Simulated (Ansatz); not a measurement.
## Molecular dynamics, with input and output: C2H7ClGe (part 5 of 5)

The same run, continued: C2H7ClGe; RHF/def2-SVP (Ansatz 0.2.0). It belongs to a series of runs on one base structure; here: dynamics from the start.

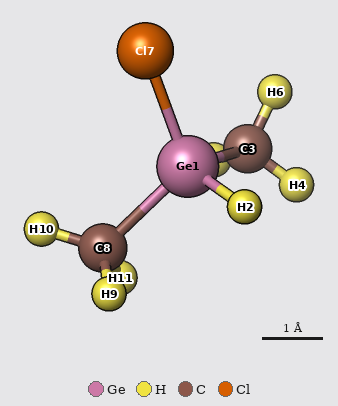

Fig. 1: The geometry at step 151 of the log (ball-and-stick view, seen at a tilt; atoms are numbered from 1 in the order of the input).

Trajectory as extended XYZ, continued:
```
11
Properties=species:S:1:pos:R:3:forces:R:3 step=136 time_fs=68.0 energy=-71136.87166 temperature=534.6
Ge    0.0066   -0.0961    0.1269    2.0990  -3.5604  -1.2240
H    -0.0749   -0.5375    1.6078    0.3436   0.6598  -0.0730
C     1.8594    0.0203   -0.8400   -0.9460  -0.6899   4.6128
H     2.4914   -0.7161   -0.2182   -0.3600   1.7636  -1.0346
H     1.6800   -0.4558   -1.7370   -0.3047  -0.6847  -2.4231
H     2.1752    1.0618   -0.9171    0.4779  -0.4275   0.0481
Cl   -0.9274    1.7169   -0.2015   -1.2813   1.8661  -0.2384
C    -0.7902   -1.7503   -0.7642    1.4587   1.4918  -2.2902
H    -1.3751   -2.2964   -0.0787    0.1028  -1.4626   1.1980
H    -1.5402   -1.5370   -1.5184   -0.0895   0.6610  -0.4184
H     0.0420   -2.2729   -1.3873   -1.5005   0.3830   1.8429
11
Properties=species:S:1:pos:R:3:forces:R:3 step=139 time_fs=69.5 energy=-71136.87616 temperature=562.8
Ge    0.0085   -0.1013    0.1254    2.0120  -3.2276  -1.5602
H    -0.0170   -0.5647    1.5937    0.2488   0.6838   0.0526
C     1.8589    0.0326   -0.8323   -0.3464  -1.2547   3.7732
H     2.5197   -0.7156   -0.1812   -0.9207   2.2234  -1.5089
H     1.7352   -0.4519   -1.7688   -0.1146  -0.0853  -1.1434
H     2.1920    1.0875   -0.9001    0.2257  -0.9503   0.1021
Cl   -0.9297    1.7236   -0.2035   -1.1319   1.5786  -0.1123
C    -0.8030   -1.7505   -0.7605    1.0502   1.3252  -2.2503
H    -1.3783   -2.2853   -0.0447    0.3873  -1.3382   0.9407
H    -1.5819   -1.5673   -1.5058    0.1628   0.6868  -0.2229
H     0.0308   -2.2669   -1.3934   -1.5732   0.3582   1.9294
11
Properties=species:S:1:pos:R:3:forces:R:3 step=141 time_fs=70.5 energy=-71137.05319 temperature=731.9
Ge    0.0102   -0.1054    0.1240    1.9288  -2.9502  -1.7567
H     0.0255   -0.5750    1.5846    0.1801   0.6737   0.1465
C     1.8582    0.0398   -0.8231   -0.2535  -1.6496   2.2496
H     2.5285   -0.6890   -0.1736   -0.9340   2.0248  -1.4340
H     1.7709   -0.4513   -1.8064   -0.0338   0.5498   0.2778
H     2.2064    1.0943   -0.8873    0.0736  -1.0133   0.1128
Cl   -0.9317    1.7288   -0.2049   -1.0205   1.3629  -0.0353
C    -0.8106   -1.7493   -0.7603   -0.0285   1.0908  -1.3480
H    -1.3763   -2.2942   -0.0097    0.8200  -0.8196   0.2454
H    -1.6087   -1.5796   -1.5002    0.3585   0.6405   0.0001
H     0.0042   -2.2585   -1.3744   -1.0907   0.0903   1.5417
11
Properties=species:S:1:pos:R:3:forces:R:3 step=144 time_fs=72.0 energy=-71137.27525 temperature=951.0
Ge    0.0132   -0.1123    0.1215    1.7844  -2.4891  -1.9650
H     0.0933   -0.5785    1.5737    0.0696   0.6318   0.2622
C     1.8566    0.0483   -0.8060   -0.5463  -1.5048  -0.0451
H     2.5262   -0.6138   -0.1865   -0.3241   0.9525  -0.6723
H     1.8245   -0.4393   -1.8555   -0.1359   1.0753   1.7689
H     2.2294    1.0870   -0.8659   -0.1062  -0.6453   0.0859
Cl   -0.9352    1.7373   -0.2070   -0.8449   1.0171   0.0666
C    -0.8226   -1.7458   -0.7616   -2.1169   1.1652   0.7737
H    -1.3575   -2.3207    0.0457    1.2095   0.0316  -0.8098
H    -1.6426   -1.5870   -1.4911    0.5363   0.5292   0.2643
H    -0.0528   -2.2457   -1.3201    0.4745  -0.7635   0.2707
11
Properties=species:S:1:pos:R:3:forces:R:3 step=146 time_fs=73.0 energy=-71137.28616 temperature=976.3
Ge    0.0155   -0.1174    0.1195    1.6990  -2.1745  -2.0210
H     0.1400   -0.5733    1.5693   -0.0113   0.5947   0.2980
C     1.8550    0.0526   -0.7943   -1.2370  -0.7877  -1.4650
H     2.5200   -0.5502   -0.2043    0.6205  -0.2876   0.3341
H     1.8593   -0.4190   -1.8694   -0.2787   1.0840   2.1487
H     2.2439    1.0738   -0.8503   -0.1934  -0.1488   0.0456
Cl   -0.9379    1.7435   -0.2084   -0.7267   0.7813   0.1234
C    -0.8325   -1.7422   -0.7620   -3.2081   1.4858   2.1611
H    -1.3309   -2.3394    0.0749    1.1321   0.4417  -1.2137
H    -1.6593   -1.5855   -1.4822    0.5149   0.4445   0.3076
H    -0.0878   -2.2450   -1.2784    1.6888  -1.4334  -0.7187
11
Properties=species:S:1:pos:R:3:forces:R:3 step=149 time_fs=74.5 energy=-71137.28361 temperature=986.0
Ge    0.0194   -0.1256    0.1160    1.6094  -1.7100  -1.9557
H     0.2102   -0.5548    1.5679   -0.1474   0.5352   0.2637
C     1.8505    0.0580   -0.7790   -2.3424   0.4362  -2.7026
H     2.5253   -0.4632   -0.2217    2.0777  -1.9697   1.8058
H     1.9063   -0.3697   -1.8524   -0.4839   0.6857   1.8197
H     2.2621    1.0530   -0.8262   -0.3124   0.6949  -0.0083
Cl   -0.9423    1.7531   -0.2105   -0.5546   0.4376   0.1905
C    -0.8523   -1.7346   -0.7592   -2.5810   1.2541   2.8306
H    -1.2714   -2.3592    0.0971    0.5547   0.6941  -1.2046
H    -1.6759   -1.5754   -1.4636    0.2322   0.3210   0.1340
H    -0.1095   -2.2699   -1.2293    1.9477  -1.3791  -1.1732
11
Properties=species:S:1:pos:R:3:forces:R:3 step=151 time_fs=75.5 energy=-71137.41256 temperature=1091.0
Ge    0.0223   -0.1314    0.1133    1.5619  -1.4056  -1.8210
H     0.2554   -0.5359    1.5702   -0.2478   0.4932   0.1842
C     1.8453    0.0619   -0.7714   -1.8878   0.6099  -1.8614
H     2.5513   -0.4261   -0.2141    1.8383  -1.9951   1.7327
H     1.9322   -0.3280   -1.8188   -0.5534   0.1741   0.9258
H     2.2707    1.0462   -0.8101   -0.4280   1.0580  -0.0013
Cl   -0.9455    1.7597   -0.2119   -0.4472   0.2231   0.2235
C    -0.8682   -1.7283   -0.7545   -0.6125   0.4380   2.2489
H    -1.2243   -2.3644    0.0975   -0.0268   0.5828  -0.7963
H    -1.6838   -1.5647   -1.4492   -0.0703   0.2449  -0.0819
H    -0.1009   -2.3032   -1.2102    0.8735  -0.4233  -0.7534
11
Properties=species:S:1:pos:R:3:forces:R:3 step=154 time_fs=77.0 energy=-71137.41031 temperature=1065.1
Ge    0.0270   -0.1404    0.1089    1.4718  -0.9562  -1.5259
H     0.3181   -0.4991    1.5766   -0.4054   0.4204   0.0150
C     1.8352    0.0686   -0.7622    0.3876   0.5538   1.4988
H     2.6182   -0.4037   -0.1751   -0.1853  -0.8689   0.2998
H     1.9611   -0.2647   -1.7569   -0.4391  -0.8072  -1.2940
H     2.2752    1.0548   -0.7858   -0.7015   0.9820   0.0934
Cl   -0.9504    1.7696   -0.2138   -0.2979  -0.0738   0.2555
C    -0.8923   -1.7184   -0.7444    2.3086  -0.5061   0.9047
H    -1.1563   -2.3630    0.0860   -0.9169   0.0456   0.2192
H    -1.6976   -1.5446   -1.4299   -0.4206   0.1192  -0.3079
H    -0.0761   -2.3570   -1.1937   -0.8013   1.0912  -0.1586
11
Properties=species:S:1:pos:R:3:forces:R:3 step=156 time_fs=78.0 energy=-71137.19186 temperature=858.1
Ge    0.0304   -0.1464    0.1057    1.3822  -0.6570  -1.2928
H     0.3549   -0.4697    1.5812   -0.5070   0.3604  -0.0981
C     1.8286    0.0735   -0.7550    1.7197   0.7413   3.3236
H     2.6632   -0.4010   -0.1437   -1.3842  -0.2129  -0.5532
H     1.9748   -0.2312   -1.7282   -0.2742  -1.2575  -2.4846
H     2.2702    1.0723   -0.7689   -0.9020   0.6051   0.1679
Cl   -0.9537    1.7761   -0.2149   -0.2052  -0.2552   0.2648
C    -0.9062   -1.7122   -0.7367    3.3374  -0.6610   0.1001
H    -1.1211   -2.3607    0.0795   -1.3503  -0.3490   0.8547
H    -1.7111   -1.5298   -1.4205   -0.4247   0.0128  -0.2562
H    -0.0671   -2.3816   -1.1855   -1.3918   1.6730  -0.0262
11
Properties=species:S:1:pos:R:3:forces:R:3 step=159 time_fs=79.5 energy=-71137.05023 temperature=702.9
Ge    0.0356   -0.1555    0.1007    1.1848  -0.2006  -0.9327
H     0.3998   -0.4203    1.5860   -0.6371   0.2491  -0.2132
C     1.8217    0.0819   -0.7396    2.9454   0.7071   3.0563
H     2.7032   -0.3998   -0.1084   -2.2315   0.2878  -1.1599
H     1.9901   -0.2037   -1.7288   -0.2889  -1.0580  -1.8877
H     2.2465    1.1075   -0.7409   -1.0712  -0.0331   0.2122
Cl   -0.9587    1.7856   -0.2165   -0.0774  -0.4993   0.2628
C    -0.9218   -1.7041   -0.7253    3.4110  -0.7324  -0.4029
H    -1.0939   -2.3638    0.0858   -1.6022  -0.4404   1.0778
H    -1.7380   -1.5080   -1.4103   -0.0972  -0.1568   0.0990
H    -0.0787   -2.3878   -1.1741   -1.5357   1.8764  -0.1116
11
Properties=species:S:1:pos:R:3:forces:R:3 step=161 time_fs=80.5 energy=-71137.16611 temperature=774.4
Ge    0.0392   -0.1615    0.0973    1.0184   0.1072  -0.7167
H     0.4217   -0.3849    1.5868   -0.6992   0.1629  -0.2345
C     1.8199    0.0882   -0.7264    3.2533   0.4335   1.4687
H     2.7040   -0.3963   -0.0983   -2.2490   0.3742  -1.1897
H     1.9968   -0.1987   -1.7528   -0.4657  -0.5613  -0.3975
H     2.2186    1.1310   -0.7201   -1.0402  -0.3260   0.1869
Cl   -0.9620    1.7916   -0.2174   -0.0008  -0.6413   0.2529
C    -0.9285   -1.6996   -0.7182    2.7215  -0.8205  -0.1037
H    -1.0947   -2.3709    0.1024   -1.5263  -0.0936   0.6731
H    -1.7572   -1.4955   -1.4031    0.1893  -0.2332   0.3756
H    -0.1043   -2.3698   -1.1678   -1.2011   1.5981  -0.3151
11
Properties=species:S:1:pos:R:3:forces:R:3 step=164 time_fs=82.0 energy=-71137.39343 temperature=914.2
Ge    0.0448   -0.1703    0.0921    0.7567   0.5608  -0.4712
H     0.4413   -0.3305    1.5839   -0.7453   0.0260  -0.1786
C     1.8221    0.0979   -0.7054    2.5707   0.1583  -0.9525
H     2.6667   -0.3849   -0.1036   -1.4661   0.1340  -0.6986
H     1.9978   -0.1999   -1.7909   -0.6304   0.0933   1.4207
H     2.1598    1.1593   -0.6866   -0.7787  -0.4464   0.1052
Cl   -0.9669    1.8001   -0.2186    0.1003  -0.8215   0.2280
C    -0.9347   -1.6941   -0.7077    0.9022  -0.5798   1.0448
H    -1.1222   -2.3815    0.1366   -1.1508   0.5810  -0.2274
H    -1.7813   -1.4812   -1.3853    0.4608  -0.2285   0.6235
H    -0.1607   -2.3174   -1.1654   -0.0194   0.5229  -0.8940
11
Properties=species:S:1:pos:R:3:forces:R:3 step=166 time_fs=83.0 energy=-71137.45797 temperature=923.6
Ge    0.0485   -0.1758    0.0887    0.5947   0.8449  -0.3620
H     0.4453   -0.2948    1.5798   -0.7442  -0.0635  -0.0941
C     1.8261    0.1043   -0.6924    1.2406   0.2792  -2.2855
H     2.6244   -0.3757   -0.1160   -0.3327  -0.3465   0.0477
H     1.9913   -0.2004   -1.8013   -0.6063   0.3523   1.9587
H     2.1122    1.1726   -0.6635   -0.5000  -0.3350   0.0545
Cl   -0.9700    1.8054   -0.2194    0.1578  -0.9189   0.2051
C    -0.9376   -1.6911   -0.7001   -0.4968  -0.0883   1.9792
H    -1.1541   -2.3825    0.1574   -0.7892   0.8627  -0.7133
H    -1.7918   -1.4746   -1.3667    0.4540  -0.1327   0.6178
H    -0.1990   -2.2758   -1.1736    1.0223  -0.4541  -1.4080
```

This output came from the following input.

The input:
```yaml
crystal:
  periodic: [false, false, false]
  atoms:
    - { symbol: Ge, position_ang: [0.086942, -0.147118, 0.10214] }
    - { symbol: H, position_ang: [0.195517, -0.29754, 1.622801] }
    - { symbol: C, position_ang: [1.836458, 0.074822, -0.729048] }
    - { symbol: H, position_ang: [2.445523, -0.817834, -0.571426] }
    - { symbol: H, position_ang: [1.727624, 0.236866, -1.802078] }
    - { symbol: H, position_ang: [2.35788, 0.931122, -0.300909] }
    - { symbol: Cl, position_ang: [-1.022018, 1.712934, -0.23051] }
    - { symbol: C, position_ang: [-0.960204, -1.586158, -0.693835] }
    - { symbol: H, position_ang: [-1.951576, -1.633125, -0.242826] }
    - { symbol: H, position_ang: [-1.075025, -1.421879, -1.765901] }
    - { symbol: H, position_ang: [-0.46202, -2.545689, -0.539707] }
basis:
  gaussian: { orbitals: def2-SVP }
hamiltonian:
  xc: hf
md:
  timestep: 0.5
  n_steps: 166
  ensemble: nvt_nose_hoover
  temperature: 400.0
  initial_velocities: maxwell_boltzmann
  seed: 634995
  nose_hoover: { tau: 20.0, chain_length: 1 }
```

Command:
```bash
ansatz run input.yaml --threads 2 --pin off --max-ram 3072MiB --backend cpu --events-out ev --progress --plain --runs-dir out
```

Summary:

| quantity | value |
| --- | --- |
| outcome | finished |
| mean temperature over the second half | 631 K |
| trajectory | 166 steps, 83 fs |
| ensemble | nvt_nose_hoover |
| temperature in the input | 400.0 K |
| time step | 0.5 fs |
| potential energy (last step) | −71137.4580 eV |
| mean-field energy (last step) | −71137.4580 eV |
| largest force (length of the vector) (last step) | 2.615 eV/Å |
| hardware | 2 threads of Arm Neoverse V1, 24 GiB of memory available, shared host |
| wall time | 5.3 min (CPU time 10 min) |
| peak memory | 0.26 GiB |

So short a trajectory is not equilibrated. The temperature stays far from the 400 K of the thermostat over the second half: the run isn't equilibrated.
